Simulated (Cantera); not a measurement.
Feed: 1 mol BN, 9 mol H2O, 4.4 mol N2, equilibrated at 0.0330 bar.

Method: chemical equilibrium by Gibbs-energy minimisation in Cantera with the NASA 1993 tables (ideal gas, pure condensed phases). Candidate condensed phases: B, BN, B2O3, B3O3H3, H2O; 39 gas species. Gases not in the tables: H3BO3. Equilibrium is a limit: real reactors are often held back by kinetics, nucleation or transport.

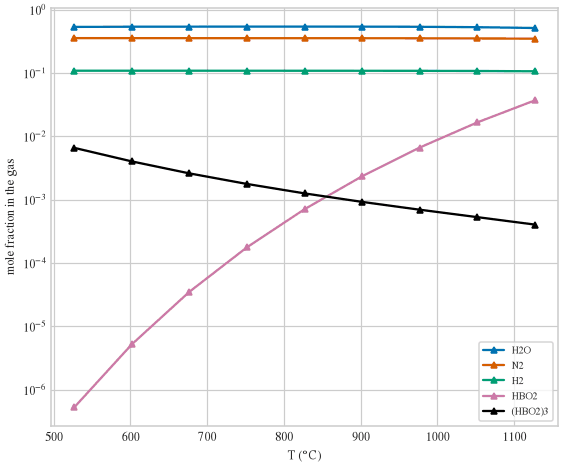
*Equilibrium gas composition (values under 1e-9 drawn at 1e-9)*

From 527 °C to 1127 °C the condensed part is B2O3(l). The share of B in condensed phases is highest at 827 °C (93.8 %) and lowest at 1127 °C (46.0 %).
